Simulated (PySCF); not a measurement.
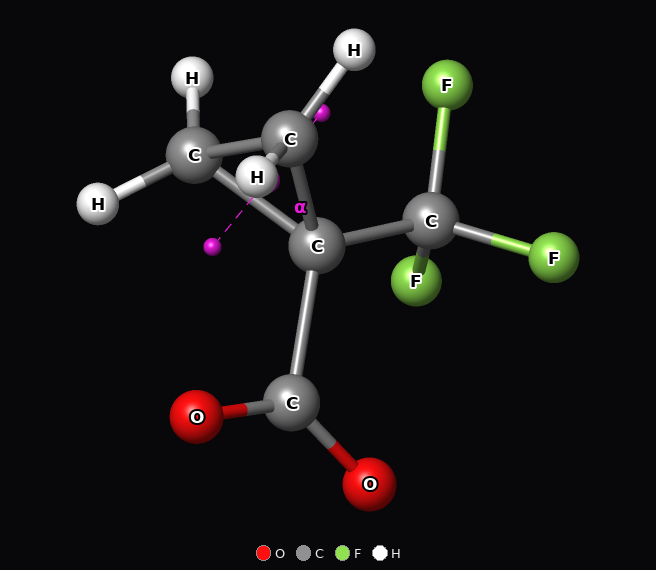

The small points mark where nucleus-independent chemical shifts (NICS) were computed: at the centre of each lettered ring and 1 Å above and below it. Charge −1, singlet. Computed geometry: GFN2-xTB optimisation. No frequency run is at hand to confirm it as a minimum. Level of theory: GIAO PBE0/pcSseg-1 NMR shielding, non-relativistic, gas phase (PySCF 2.14.0).

Give NICS(0), NICS(1) and the out-of-plane component NICS(1)zz for each ring (means of the two sides).

```tsv
ring	members	NICS(0)	NICS(1)	NICS(1)zz
α	C3	−44.3	−9.5	−26.9
```

Values in ppm.
